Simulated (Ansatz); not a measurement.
**CH7AlFNO: density, localisation and related maps**

Input

```
crystal:
  periodic: [false, false, false]
  atoms:
    - { symbol: Al, position_ang: [-0.3192, -0.15516, 0.214283] }
    - { symbol: F, position_ang: [2.027518, 1.811137, -0.052592] }
    - { symbol: C, position_ang: [-0.506875, -0.43095, -1.699295] }
    - { symbol: "N", position_ang: [0.11528, -1.415315, 1.389987] }
    - { symbol: H, position_ang: [1.26956, 2.246277, 0.227531] }
    - { symbol: O, position_ang: [-0.759059, 1.485644, 0.86336] }
    - { symbol: H, position_ang: [-0.34128, 0.506251, -2.241605] }
    - { symbol: H, position_ang: [-1.514967, -0.780424, -1.953827] }
    - { symbol: H, position_ang: [0.204165, -1.169751, -2.084619] }
    - { symbol: H, position_ang: [0.219058, -1.285148, 2.386254] }
    - { symbol: H, position_ang: [0.417982, -2.34252, 1.124455] }
    - { symbol: H, position_ang: [-0.812182, 1.529859, 1.825967] }
basis:
  gaussian: { orbitals: "6-31G*" }
hamiltonian:
  xc: pbe0
  dispersion: d4
relax:
  f_tol: 0.03
  max_steps: 50
output:
  orbitals: {}
```

Command:

```sh
ansatz run input.yaml --threads 2 --pin off --max-ram 3072MiB --backend cpu --events-out ev --progress --plain --runs-dir out
```

The fields are those of the run's last geometry, not of the input's.

All numbers below come from RKS PBE0-D4/6-31G* (Ansatz 0.2.0).

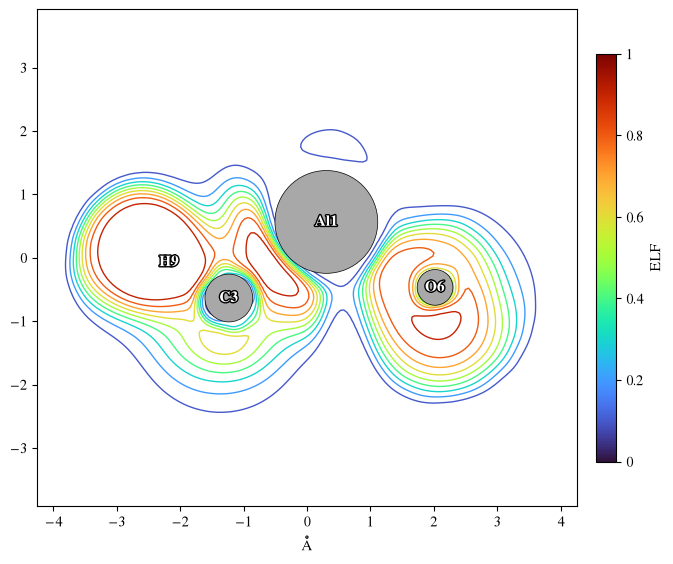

Figure 1. ELF on the plane of atoms Al1, C3 and H9. Grey discs cover the atomic cores.

Read the bonding off the picture.

The plane passes through Al, C, O and H nuclei.
C–Al (1.95 Å): the ELF peaks at about 0.95 between the atoms; a polar covalent bond.
Al–O (2.01 Å): the ELF peaks at about 0.90 in the valence shell of O, 0.6 Å from its nucleus, and is about 0.50 at the midpoint.
C–H (1.10 Å): the ELF climbs to about 1 towards the hydrogen, as it does in any bond to H; an ordinary covalent bond to hydrogen.
The ELF also peaks beside O6, away from the bonds: lone-pair regions.

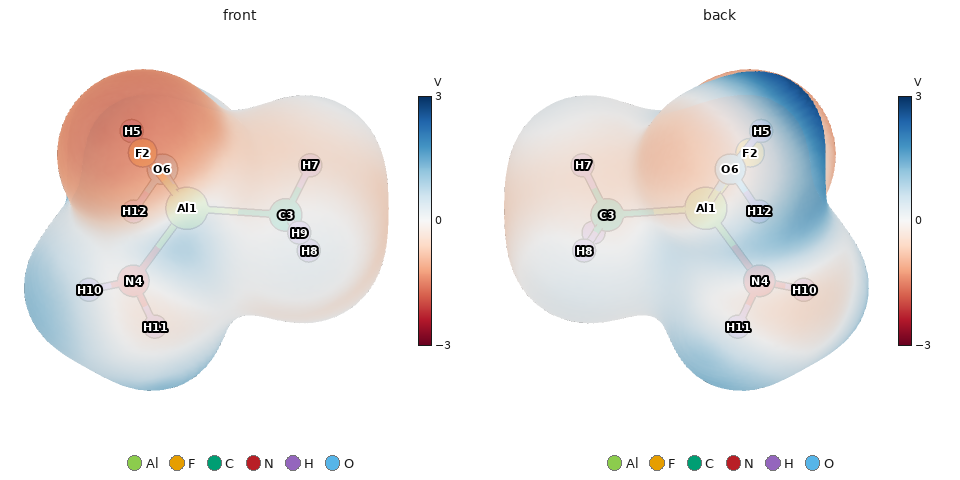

Figure 2. The molecular electrostatic potential painted on the density surface at 0.001 e/bohr³, seen from the front and from behind; the colour scale runs from red (negative) to blue (positive).

Describe the electrostatic potential map.

The most negative region (about −1.5 V) lies over F2, the most positive (about +2.6 V) over H5.

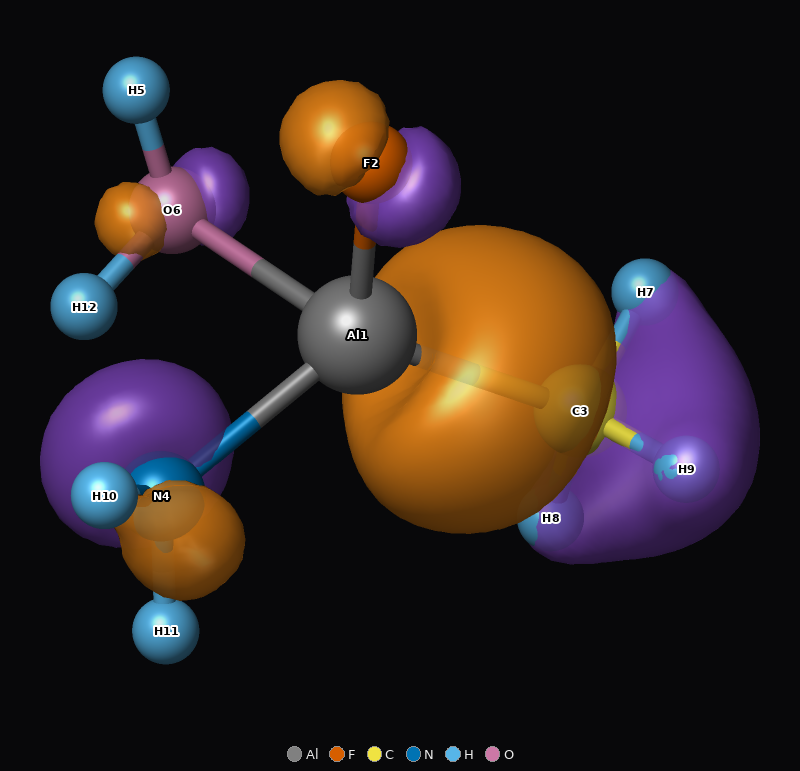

Figure 3. The HOMO−1 at ±0.15 Å⁻³ᐟ² (orange and purple are the two phases), seen at a tilt.

Describe this orbital and give its energy.

Its weight (Hirshfeld) is mainly on C3 (about 45 %), Al1 (about 20 %) and N4 (about 15 %). Its energy is −7.99 eV.
